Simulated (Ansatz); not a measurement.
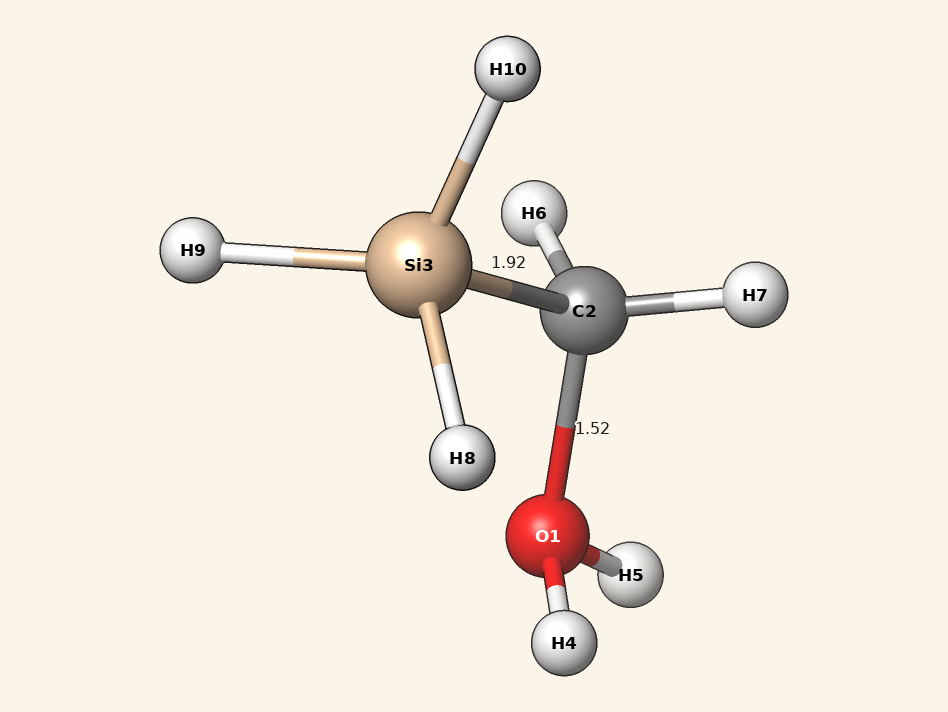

The numbers beside the sticks are distances in Å. Sticks don't show bond order. State: charge +1, singlet. The geometry was computed by an optimisation with PBE0-D4/def2-TZVP. No frequency run is at hand to confirm it as a minimum.

> Assign a bond order to each marked bond.

O1–C2 single; C2–Si3 single. This is one Lewis structure.

> Give the structure as SMILES.

[OH2+]C[SiH3]
